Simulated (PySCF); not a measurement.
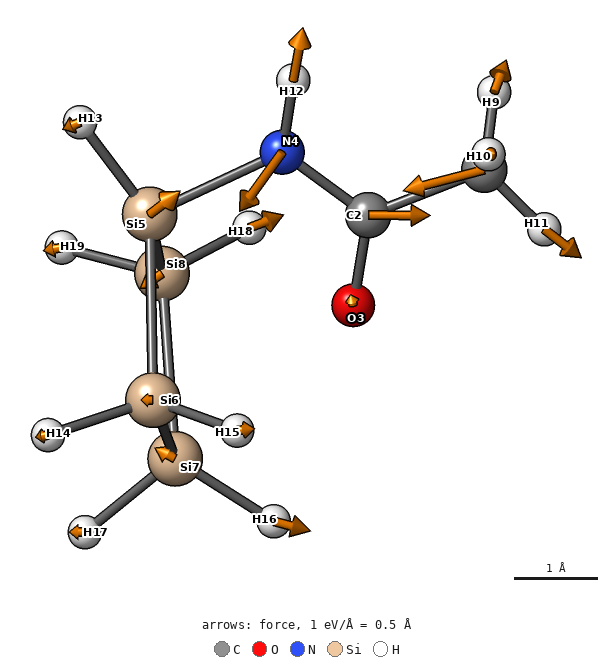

Starting geometry of C₂H₁₁NOSi₄ with the computed forces as orange arrows. The picture is a ball-and-stick view, seen from a free direction.

The start comes from GFN2-xTB. Its atoms were then displaced at random by about 0.01 Å.

These are results of PBE0-D3(BJ)/def2-SVP geometry optimisation, gas phase (PySCF 2.14.0, density-fitted response routines), not measurements. 

Question: Is this structure relaxed? If not, where do the atoms go?

Answer: It isn't relaxed: the largest force vector, on a C atom, is 2.07 eV/Å. The final displacements have little in common with the starting forces (cosine between the two patterns 0.20). An H atom moves most after the best rigid fit: 0.30 Å. By element the largest moves are H 0.30 Å, Si 0.09 Å, C 0.06 Å, O 0.05 Å, N 0.04 Å. Near-neighbour distances that change, for instance: H–Si 1.450 → 1.496 Å, C–C 1.540 → 1.504 Å, C–H 1.063 → 1.096 Å, H–N 0.983 → 1.013 Å. Bond angles that change, for instance: N–Si–H 95.7° → 103.6°, H–Si–H 102.4° → 108.9°, H–Si–H 101.9° → 108.1°. Over 11 geometry steps the energy falls by 6.75 kcal/mol. The run took 3.9 min on 1 thread of Arm Neoverse V1 (shared host).
